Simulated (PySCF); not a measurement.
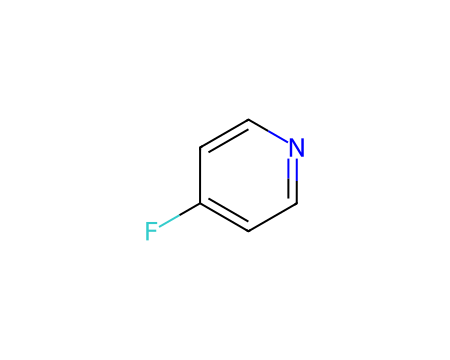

The drawing above gives the connectivity. The computed structure is the end point of a PBE0-D3(BJ)/def2-SVP optimisation. No frequency run is at hand to confirm it as a minimum.

Describe the 3D structure.

Formula C₅H₄FN. As SMILES it reads `Fc1ccncc1`. Independent rings (smallest set): 1 of 6 members, 1 of them aromatic. Among its groups: C–F bond. The point group is C2v. All atoms lie on one plane. Coordination: 5 C trigonal planar; 1 N bent.

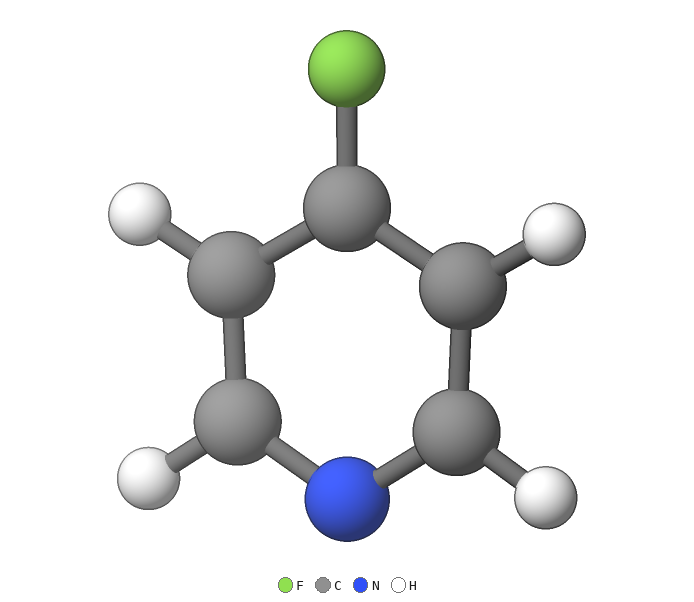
